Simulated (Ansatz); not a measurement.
# F2SSi: the cost of one run

Computed with Ansatz 0.2.0, Gaussian basis. Level: PBE0-D4/def2-TZVP structures, single points in def2-TZVPP, no counterpoise correction.

Levels: SPW92, PBE-D4, BLYP-D4, r2SCAN-D4, B97M-V, PBE0-D4, B3LYP-D4, r2SCAN0-D4, BHLYP-D4, CAM-B3LYP-D4, wB97X-V, wB97M-V, B2PLYP, PBE-QIDH, RPA on PBE, Hartree-Fock, MP2, CCSD, CCSD(T).

Cores are frozen in the correlated methods. B3LYP uses VWN-RPA correlation. B2PLYP carries no dispersion term here.

56 further runs of the same task are left out: 56 set aside as unsound or not needed.

## 1. Where the work starts

The complex: 6 atoms, charge 0, spin multiplicity 1.

Atoms are counted from 1 here; the program's logs count them from 0.

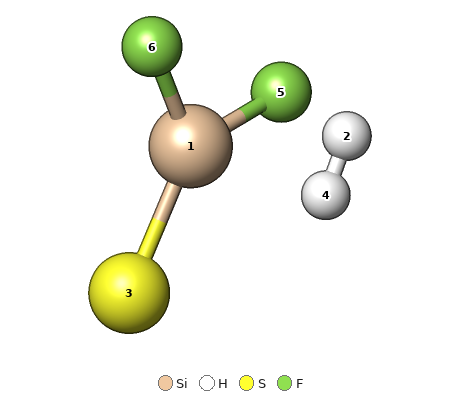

The starting geometry (silicon light orange, hydrogen white, sulfur yellow, fluorine green); atoms are numbered from 1 in the order of the file.

Coordinates:

```
Si    0.0952   -0.1457    0.7352
H    -0.3544    0.6171   -1.5400
S     0.9492   -1.8631    0.7633
H    -0.0201   -0.0588   -1.5842
F    -1.4397    0.1765    0.8473
F     0.7698    1.2739    0.7786
```

Its parts: SiSF₂ holds atoms 1, 3, 5, 6; H₂ holds atoms 2, 4. Each part counts its atoms afresh in its own runs.

## 2. Relaxing SiSF₂ alone

relax-a/in.yaml reads:

```yaml
crystal:
  periodic: [false, false, false]
  atoms:
    - {symbol: Si, position_ang: [0.095234, -0.145670, 0.735169]}
    - {symbol: S, position_ang: [0.949190, -1.863108, 0.763288]}
    - {symbol: F, position_ang: [-1.439676, 0.176456, 0.847283]}
    - {symbol: F, position_ang: [0.769833, 1.273949, 0.778557]}
basis:
  gaussian: {orbitals: def2-TZVP}
hamiltonian: {xc: pbe0, dispersion: d4}
relax: {f_tol: 0.005, max_steps: 200}
```

Started as:

```sh
$ ansatz run in.yaml --threads 2 --pin off --events-out ev --progress --plain --max-ram 4352MiB
```

**Question.** How long does this run take on 2 threads of Arm Neoverse V1, shared host?

About 13 s.
